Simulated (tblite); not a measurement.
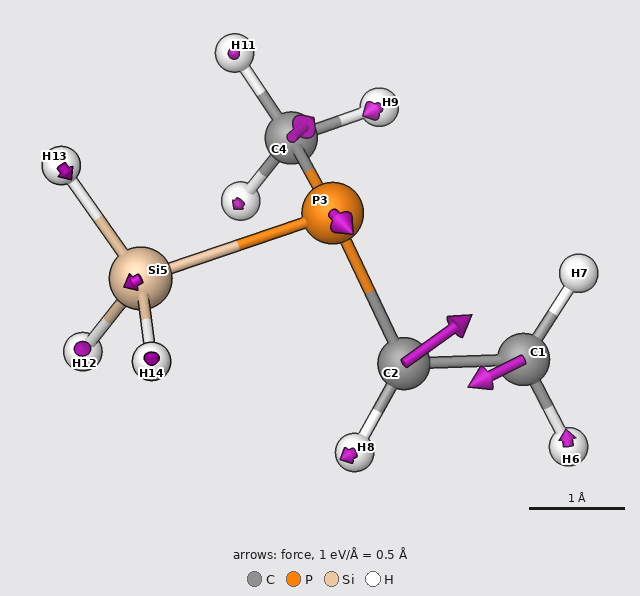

Starting geometry of C3H9PSi with the computed forces as purple arrows. A ball-and-stick model, seen from a free direction.

Computed with GFN2-xTB geometry optimisation, gas phase (tblite 0.8.0). 

**Is this structure relaxed? If not, where do the atoms go?**

It isn't relaxed: the largest force vector, on a C atom, is 1.88 eV/Å. The final displacements have little in common with the starting forces (cosine between the two patterns 0.10). An H atom moves most after the best rigid fit: 1.47 Å. By element the largest moves are H 1.47 Å, C 0.51 Å, Si 0.24 Å, P 0.22 Å. Among the contacts that change: C–P 1.856 → 1.804 Å, C–C 1.350 → 1.325 Å, H–Si 1.490 → 1.467 Å, C–P 1.829 → 1.851 Å. Bond angles that change, for instance: P–C–H 122.8° → 112.3°, C–C–P 117.9° → 127.4°, P–Si–H 108.3° → 114.2°. Groups turn about C–P by about 60°. Over 101 geometry steps the energy falls by 5.37 kcal/mol.
